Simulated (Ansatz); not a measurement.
## CH$_{6}$B$_{2}$FGa: geometry relaxation (part 1 of 2)

- system: CH$_{6}$B$_{2}$FGa
- method: RKS PBE0-D4/def2-TZVP (Ansatz 0.2.0)

The geometry: GFN2-xTB start. Figures and captions count atoms from 1; the log counts them from 0 in places.

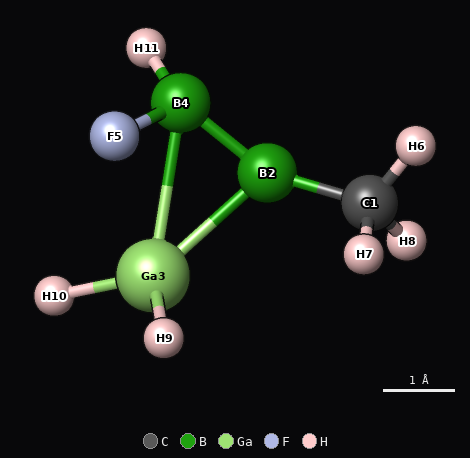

*The structure as given in the input (ball-and-stick view, seen at a tilt; atoms are numbered from 1 in the order of the input). Sticks mark near contacts.*

Bond lengths as drawn: B–B 1.57 Å, B–C 1.56 Å, B–F 1.43 Å, B–Ga 2.17 to 2.47 Å, B–H 1.18 Å, C–H 1.09 to 1.10 Å and Ga–H 1.58 to 1.60 Å.

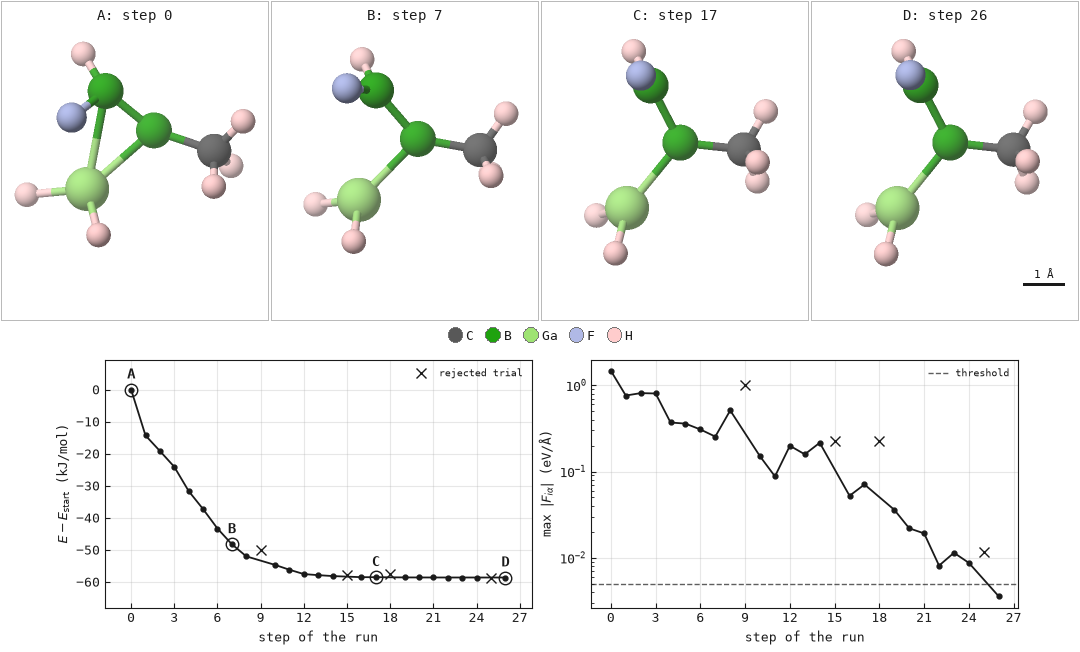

*Frames of the relaxation (ball-and-stick view, seen on its broad side) above the curves, on which the letters mark them (the first geometry is step 0 here and step 1 in the log).*

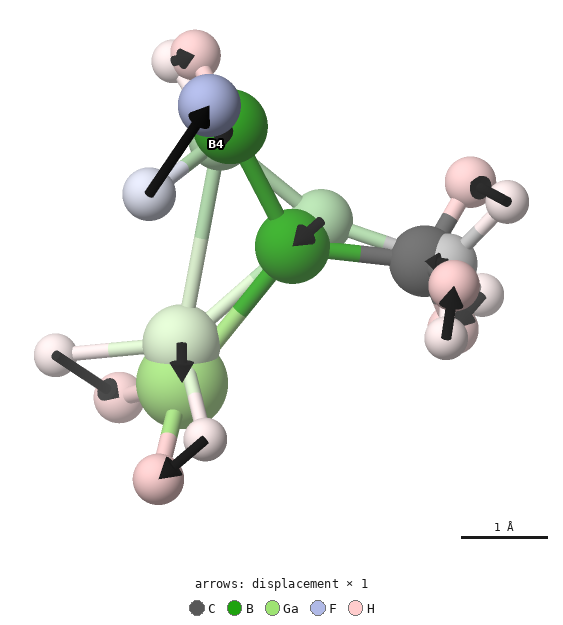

*Start (faint) and end (solid) with the displacements as black arrows, at true length (ball-and-stick view, seen on its broad side). The two geometries are laid on each other by the best rigid fit.*

The atom that moves furthest after the best rigid fit is F5 (1.45 Å). Largest moves by element: F 1.45 Å, H 1.28 Å, B 0.52 Å, Ga 0.48 Å, C 0.28 Å. Among the contacts that change: Ga3–B4 2.468 → 3.190 Å, B4–F5 1.430 → 1.334 Å, B2–B4 1.571 → 1.665 Å, B2–Ga3 2.167 → 2.092 Å. Among the angles that change: Ga3–B2–B4 80.9° → 115.8°, C1–B2–B4 152.0° → 124.4°, B2–Ga3–H10 139.6° → 122.4°. After 26 geometry steps the energy has fallen by 58.6 kJ/mol. Largest force component: 1.5 eV/Å at the start, 0.0036 eV/Å at the end. The line search rejected the trial steps at points 9, 15, 18, 25 (counted from 0) and went back. (Atoms are counted from 1 in the order of the input.)

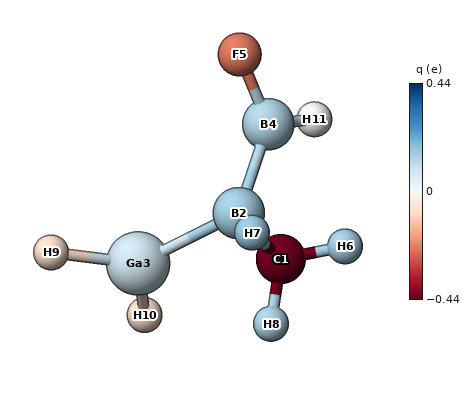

*Mulliken charges, as the colour of each atom (ball-and-stick view, seen at a tilt; atoms are numbered from 1 in the order of the input; Mulliken charges depend strongly on the basis).*

By element: C −0.42, B +0.13 to +0.15, Ga +0.09, F −0.23 and H −0.08 to +0.16 e.

These pictures come from the run below.

Input
```yaml
crystal:
  periodic: [false, false, false]
  atoms:
    - {symbol: C, position_ang: [-1.568200, 0.725010, -0.629410]}
    - {symbol: B, position_ang: [-0.550810, -0.000440, 0.301810]}
    - {symbol: Ga, position_ang: [1.210180, -0.939960, -0.542590]}
    - {symbol: B, position_ang: [0.335120, -0.075330, 1.597060]}
    - {symbol: F, position_ang: [1.667820, 0.329670, 1.272610]}
    - {symbol: H, position_ang: [-2.172630, 1.495770, -0.153130]}
    - {symbol: H, position_ang: [-0.993600, 1.206360, -1.430380]}
    - {symbol: H, position_ang: [-2.244910, 0.032810, -1.134750]}
    - {symbol: H, position_ang: [1.821800, 0.024500, -1.660280]}
    - {symbol: H, position_ang: [2.210950, -2.127120, -0.230320]}
    - {symbol: H, position_ang: [0.284280, -0.671270, 2.609380]}
basis:
  gaussian: {orbitals: def2-TZVP}
hamiltonian: {xc: pbe0, dispersion: d4}
relax: {f_tol: 0.005, max_steps: 150}
```

Run as:
```bash
ansatz run in.yaml --threads 4 --pin off --events-out ev --progress --plain --max-ram 10444MiB
```

Output
```
Functional definition: PBE0
  name "PBE0"
  cite "Adamo & Barone, J. Chem. Phys. 110, 6158 (1999) doi:10.1063/1.478522"
  cite "Perdew, Burke & Ernzerhof, Phys. Rev. Lett. 77, 3865 (1996) doi:10.1103/PhysRevLett.77.3865"
  parent pbe
  parameter a = 0.25
  parameter kappa = 0.804
  parameter beta = 0.06672455060314922
  exchange = (1 - a)*pbe_x(kappa = kappa, mu = beta*pi^2/3) + a*exact_x
  correlation = pbe_c(beta = beta)
1351 factors; their error is unknown
mean field evaluation 1: about -57564.1448 eV, gradient 5.6e1 eV
mean field evaluation 2: about -57561.6517 eV, gradient 6.7e1 eV
mean field evaluation 4: about -57570.5508 eV, gradient 3.8e0 eV
mean field evaluation 8: about -57570.5776 eV, gradient 5.7e-2 eV
mean field evaluation 16: about -57570.7649 eV, gradient 2.1e-4 eV
mean field -57570.76491515 eV, -2115.6865877658 hartree, gradient 3.4e-5 eV, S^2 0.000000; 0 other end points of the search recorded, 0 dependent functions left out
the calculation of the forces begins
reference -57570.76495241 eV, -2115.6865891352 hartree; 31, 31 occupied and 177, 177 virtual orbitals, 1351 factors
relax step   1: F+E_penalty+E_count = -57570.95708527 eV  Δ(F+E_penalty+E_count) = +0.000e0 eV  max|allowed force component| = 1.473e0 eV/Å  Δτ_max = 0.0000 Å  (30 SCF iters, accepted)
these checks for a lower state are left out or cut short: starts, cluster_reference, orbital_swaps, neighbouring_geometries, increment
1351 factors; their error is unknown
mean field -57570.91438159 eV, -2115.6920805562 hartree, gradient 1.4e-5 eV, S^2 0.000000; 0 other end points of the search recorded, 0 dependent functions left out
[... from here on the field's lines of each further geometry are left out, up to the last ...]
relax step   2: F+E_penalty+E_count = -57571.10543951 eV  Δ(F+E_penalty+E_count) = -1.484e-1 eV  max|allowed force component| = 7.605e-1 eV/Å  Δτ_max = 0.1916 Å  (33 SCF iters, accepted)
relax step   3: F+E_penalty+E_count = -57571.15567999 eV  Δ(F+E_penalty+E_count) = -5.024e-2 eV  max|allowed force component| = 8.112e-1 eV/Å  Δτ_max = 0.0696 Å  (34 SCF iters, accepted)
relax step   4: F+E_penalty+E_count = -57571.20691873 eV  Δ(F+E_penalty+E_count) = -5.124e-2 eV  max|allowed force component| = 8.036e-1 eV/Å  Δτ_max = 0.0765 Å  (33 SCF iters, accepted)
relax step   5: F+E_penalty+E_count = -57571.28539377 eV  Δ(F+E_penalty+E_count) = -7.848e-2 eV  max|allowed force component| = 3.703e-1 eV/Å  Δτ_max = 0.1992 Å  (37 SCF iters, accepted)
relax step   6: F+E_penalty+E_count = -57571.34347097 eV  Δ(F+E_penalty+E_count) = -5.808e-2 eV  max|allowed force component| = 3.592e-1 eV/Å  Δτ_max = 0.1920 Å  (32 SCF iters, accepted)
relax step   7: F+E_penalty+E_count = -57571.40634511 eV  Δ(F+E_penalty+E_count) = -6.287e-2 eV  max|allowed force component| = 3.074e-1 eV/Å  Δτ_max = 0.2000 Å  (32 SCF iters, accepted)
relax step   8: F+E_penalty+E_count = -57571.45713535 eV  Δ(F+E_penalty+E_count) = -5.079e-2 eV  max|allowed force component| = 2.541e-1 eV/Å  Δτ_max = 0.1951 Å  (32 SCF iters, accepted)
relax step   9: F+E_penalty+E_count = -57571.49620865 eV  Δ(F+E_penalty+E_count) = -3.907e-2 eV  max|allowed force component| = 5.110e-1 eV/Å  Δτ_max = 0.1958 Å  (32 SCF iters, accepted)
relax step  10: F+E_penalty+E_count = -57571.47652801 eV  Δ(F+E_penalty+E_count) = +1.968e-2 eV  max|allowed force component| = 1.011e0 eV/Å  Δτ_max = 0.1937 Å  (37 SCF iters, rejected (line search))
relax step  11: F+E_penalty+E_count = -57571.52394113 eV  Δ(F+E_penalty+E_count) = -2.773e-2 eV  max|allowed force component| = 1.499e-1 eV/Å  Δτ_max = 0.0945 Å  (32 SCF iters, accepted)
relax step  12: F+E_penalty+E_count = -57571.53953775 eV  Δ(F+E_penalty+E_count) = -1.560e-2 eV  max|allowed force component| = 8.779e-2 eV/Å  Δτ_max = 0.1000 Å  (32 SCF iters, accepted)
relax step  13: F+E_penalty+E_count = -57571.55355131 eV  Δ(F+E_penalty+E_count) = -1.401e-2 eV  max|allowed force component| = 1.988e-1 eV/Å  Δτ_max = 0.1478 Å  (32 SCF iters, accepted)
relax step  14: F+E_penalty+E_count = -57571.55700919 eV  Δ(F+E_penalty+E_count) = -3.458e-3 eV  max|allowed force component| = 1.583e-1 eV/Å  Δτ_max = 0.1251 Å  (32 SCF iters, accepted)
relax step  15: F+E_penalty+E_count = -57571.55997463 eV  Δ(F+E_penalty+E_count) = -2.965e-3 eV  max|allowed force component| = 2.155e-1 eV/Å  Δτ_max = 0.0492 Å  (32 SCF iters, accepted)
relax step  16: F+E_penalty+E_count = -57571.55708338 eV  Δ(F+E_penalty+E_count) = +2.891e-3 eV  max|allowed force component| = 2.266e-1 eV/Å  Δτ_max = 0.0587 Å  (32 SCF iters, rejected (line search))
relax step  17: F+E_penalty+E_count = -57571.56356920 eV  Δ(F+E_penalty+E_count) = -3.595e-3 eV  max|allowed force component| = 5.230e-2 eV/Å  Δτ_max = 0.0270 Å  (33 SCF iters, accepted)
relax step  18: F+E_penalty+E_count = -57571.56364619 eV  Δ(F+E_penalty+E_count) = -7.698e-5 eV  max|allowed force component| = 7.077e-2 eV/Å  Δτ_max = 0.0613 Å  (32 SCF iters, accepted)
relax step  19: F+E_penalty+E_count = -57571.55465143 eV  Δ(F+E_penalty+E_count) = +8.995e-3 eV  max|allowed force component| = 2.272e-1 eV/Å  Δτ_max = 0.0558 Å  (32 SCF iters, rejected (line search))
relax step  20: F+E_penalty+E_count = -57571.56432413 eV  Δ(F+E_penalty+E_count) = -6.779e-4 eV  max|allowed force component| = 3.599e-2 eV/Å  Δτ_max = 0.0278 Å  (32 SCF iters, accepted)
relax step  21: F+E_penalty+E_count = -57571.56450953 eV  Δ(F+E_penalty+E_count) = -1.854e-4 eV  max|allowed force component| = 2.195e-2 eV/Å  Δτ_max = 0.0148 Å  (33 SCF iters, accepted)
relax step  22: F+E_penalty+E_count = -57571.56454997 eV  Δ(F+E_penalty+E_count) = -4.043e-5 eV  max|allowed force component| = 1.915e-2 eV/Å  Δτ_max = 0.0193 Å  (33 SCF iters, accepted)
relax step  23: F+E_penalty+E_count = -57571.56461858 eV  Δ(F+E_penalty+E_count) = -6.861e-5 eV  max|allowed force component| = 8.110e-3 eV/Å  Δτ_max = 0.0056 Å  (33 SCF iters, accepted)
relax step  24: F+E_penalty+E_count = -57571.56461929 eV  Δ(F+E_penalty+E_count) = -7.125e-7 eV  max|allowed force component| = 1.142e-2 eV/Å  Δτ_max = 0.0052 Å  (34 SCF iters, accepted)
relax step  25: F+E_penalty+E_count = -57571.56463914 eV  Δ(F+E_penalty+E_count) = -1.985e-5 eV  max|allowed force component| = 8.718e-3 eV/Å  Δτ_max = 0.0082 Å  (33 SCF iters, accepted)
relax step  26: F+E_penalty+E_count = -57571.56463361 eV  Δ(F+E_penalty+E_count) = +5.531e-6 eV  max|allowed force component| = 1.162e-2 eV/Å  Δτ_max = 0.0051 Å  (34 SCF iters, rejected (line search))
the calculation of the forces begins
reference -57571.38378180 eV, -2115.7093306958 hartree; 31, 31 occupied and 177, 177 virtual orbitals, 1351 factors
relax step  27: F+E_penalty+E_count = -57571.56465129 eV  Δ(F+E_penalty+E_count) = -1.215e-5 eV  max|allowed force component| = 3.572e-3 eV/Å  Δτ_max = 0.0025 Å  (34 SCF iters, accepted)
1351 factors; their error is unknown
mean field -57571.38374319 eV, -2115.7093292767 hartree, gradient 6.3e-5 eV, S^2 0.000000; 1 other end points of the search recorded, 0 dependent functions left out
the calculation of the forces begins
reference -57571.38378180 eV, -2115.7093306958 hartree; 31, 31 occupied and 177, 177 virtual orbitals, 1351 factors
Total energy: -57571.56468990 eV, -2115.7159789458 hartree
Atom 0 at    -1.400366     0.539383    -0.511339 Å, force     0.003572    -0.001054    -0.001630 eV/Å
Atom 1 at    -0.062583     0.042255     0.134656 Å, force    -0.000784     0.001620    -0.000581 eV/Å
Atom 2 at     1.273183    -1.106005    -0.993064 Å, force     0.000180     0.000435     0.001092 eV/Å
Atom 3 at     0.406630     0.370557     1.698095 Å, force     0.000526    -0.001609     0.001571 eV/Å
Atom 4 at     1.149788     1.426224     2.032466 Å, force    -0.000257     0.000159    -0.000492 eV/Å
Atom 5 at    -2.219432     0.692331     0.195652 Å, force     0.000442     0.000047    -0.000363 eV/Å
Atom 6 at    -1.129429     1.547932    -0.870285 Å, force    -0.001185    -0.000431     0.001216 eV/Å
Atom 7 at    -1.769454    -0.005227    -1.381858 Å, force    -0.001598     0.000144     0.000216 eV/Å
Atom 8 at     2.326000    -0.433070    -1.955002 Å, force    -0.000280    -0.000285    -0.000175 eV/Å
Atom 9 at     1.276485    -2.681792    -0.950711 Å, force    -0.000393     0.000176    -0.000329 eV/Å
Atom 10 at     0.149176    -0.392588     2.601390 Å, force    -0.000223     0.000797    -0.000525 eV/Å
Dipole moment:    -0.317892     0.009053    -0.143535 e Å
```

Trajectory as extended XYZ (Å, eV, eV/Å), 27 frames, from step=1 to step=27
```
11
Properties=species:S:1:pos:R:3:forces:R:3 step=1 energy=-57570.95709
C    -1.5682    0.7250   -0.6294    0.0410  -0.1756   0.3352
B    -0.5508   -0.0004    0.3018   -0.7819   0.5915  -1.3610
Ga    1.2102   -0.9400   -0.5426    0.7126  -0.3465  -0.2294
B     0.3351   -0.0753    1.5971    1.4733   0.1434   0.2119
F     1.6678    0.3297    1.2726   -0.4831   0.2324   0.4924
H    -2.1726    1.4958   -0.1531   -0.0264   0.0263   0.1473
H    -0.9936    1.2064   -1.4304    0.0300  -0.0487  -0.0254
H    -2.2449    0.0328   -1.1347    0.0101  -0.1259  -0.1085
H     1.8218    0.0245   -1.6603   -0.3566   0.0231   0.1266
H     2.2109   -2.1271   -0.2303   -0.4177  -0.0462   0.0351
H     0.2843   -0.6713    2.6094   -0.2013  -0.2738   0.3758
11
Properties=species:S:1:pos:R:3:forces:R:3 step=2 energy=-57571.10544
C    -1.5746    0.7317   -0.6417    0.0286  -0.1729   0.0528
B    -0.4857    0.0550    0.2324   -0.3706   0.1695  -0.0124
Ga    1.2955   -0.9505   -0.5103    0.1529  -0.3539  -0.3766
B     0.3956   -0.0832    1.5619    0.6276   0.7605  -0.0750
F     1.7051    0.4273    1.3216   -0.3755  -0.2134   0.3174
H    -2.2383    1.4249   -0.1104    0.1579  -0.1380  -0.0325
H    -1.0425    1.2971   -1.4234   -0.0786  -0.0470   0.0642
H    -2.1877    0.0004   -1.1842    0.0701   0.0618  -0.0036
H     1.7379    0.0681   -1.6529    0.0454  -0.1568   0.1953
H     2.1032   -2.2732   -0.1688   -0.1861   0.3294  -0.0981
H     0.2917   -0.6976    2.5760   -0.0719  -0.2392  -0.0315
11
Properties=species:S:1:pos:R:3:forces:R:3 step=3 energy=-57571.15568
C    -1.5797    0.7269   -0.6446   -0.0700  -0.1441   0.0215
B    -0.4673    0.1043    0.2306   -0.2703   0.0908   0.0765
Ga    1.2872   -0.9586   -0.5081   -0.0499  -0.1787  -0.1783
B     0.4115   -0.0160    1.5705    0.8112   0.1864  -0.2516
F     1.7444    0.4246    1.3441   -0.4194  -0.0677   0.3550
H    -2.2790    1.3759   -0.1029    0.1418  -0.1072  -0.0899
H    -1.0705    1.3343   -1.4108   -0.0671  -0.0410   0.0865
H    -2.1470   -0.0266   -1.2081    0.0713   0.1109   0.0392
H     1.7516    0.0526   -1.6345    0.0894  -0.0773   0.0859
H     2.0489   -2.2924   -0.1684   -0.1008   0.1826  -0.0649
H     0.2999   -0.7251    2.5321   -0.1363   0.0452  -0.0799
11
Properties=species:S:1:pos:R:3:forces:R:3 step=4 energy=-57571.20692
C    -1.5902    0.7143   -0.6404   -0.1317  -0.0968  -0.0365
B    -0.4518    0.1459    0.2292    0.0286  -0.0194   0.1086
Ga    1.2687   -0.9691   -0.5270   -0.1779   0.0546  -0.0851
B     0.4449    0.0318    1.5627    0.8036   0.0214  -0.1132
F     1.7842    0.4499    1.3988   -0.6027  -0.0864   0.2516
H    -2.3187    1.3188   -0.0885    0.0861  -0.0760  -0.0981
H    -1.1054    1.3687   -1.3847   -0.0478  -0.0440   0.0934
H    -2.1131   -0.0508   -1.2309    0.0602   0.1393   0.0798
H     1.8161    0.0216   -1.6221    0.0732   0.0056  -0.0152
H     1.9792   -2.3106   -0.1943    0.0199  -0.0821   0.0038
H     0.2861   -0.7204    2.4973   -0.1115   0.1838  -0.1892
11
Properties=species:S:1:pos:R:3:forces:R:3 step=5 energy=-57571.28539
C    -1.5938    0.6809   -0.6231   -0.0187   0.0249  -0.0320
B    -0.4015    0.1756    0.2135    0.0593  -0.1878   0.0095
Ga    1.2580   -0.9782   -0.5847   -0.2267   0.0440  -0.1828
B     0.4948    0.0931    1.5510   -0.2348  -0.0181   0.1332
F     1.7680    0.5648    1.5124    0.3703   0.2095   0.1536
H    -2.3527    1.2233   -0.0512    0.0499  -0.0475  -0.0626
H    -1.1411    1.3981   -1.3306   -0.0733  -0.0296   0.0568
H    -2.0688   -0.0810   -1.2501    0.0197   0.0734   0.0468
H     1.9499   -0.0026   -1.6156    0.0644  -0.0578   0.0079
H     1.8211   -2.3984   -0.2778    0.0723  -0.0544  -0.0159
H     0.2661   -0.6757    2.4562   -0.0825   0.0433  -0.1144
11
Properties=species:S:1:pos:R:3:forces:R:3 step=6 energy=-57571.34347
C    -1.5902    0.6566   -0.6076    0.0614   0.1269   0.0117
B    -0.3631    0.1883    0.2069    0.1735  -0.2307  -0.1684
Ga    1.2172   -1.0049   -0.6621    0.0932   0.1323  -0.0784
B     0.5206    0.1466    1.5570    0.1941   0.2924   0.3043
F     1.7639    0.6952    1.6534   -0.3592  -0.1229   0.0152
H    -2.3634    1.1612   -0.0245    0.0040  -0.0242   0.0014
H    -1.1642    1.4137   -1.2911   -0.0602  -0.0393   0.0466
H    -2.0419   -0.0962   -1.2567   -0.0051   0.0003   0.0138
H     2.0485   -0.0565   -1.6337   -0.0938  -0.1455   0.0303
H     1.7413   -2.4511   -0.3634   -0.0347  -0.0228  -0.0713
H     0.2312   -0.6529    2.4217    0.0269   0.0335  -0.1053
11
Properties=species:S:1:pos:R:3:forces:R:3 step=7 energy=-57571.40635
C    -1.5614    0.6303   -0.5942    0.0665   0.0963   0.0892
B    -0.3005    0.1714    0.1822    0.1074  -0.0627  -0.0408
Ga    1.2169   -1.0144   -0.7077    0.1294  -0.0559  -0.2082
B     0.5181    0.2161    1.5826    0.0743   0.1752   0.2152
F     1.7032    0.8313    1.7868   -0.3074  -0.1013  -0.0014
H    -2.3297    1.1019    0.0213    0.0041   0.0064  -0.0035
H    -1.1664    1.4107   -1.2681   -0.0620  -0.0115   0.0211
H    -2.0166   -0.1167   -1.2441   -0.0155  -0.0372  -0.0470
H     2.1043   -0.1065   -1.6595   -0.0302  -0.0786   0.0058
H     1.6411   -2.5121   -0.5080   -0.0342   0.0111  -0.0199
H     0.1909   -0.6121    2.4086    0.0676   0.0582  -0.0105
```
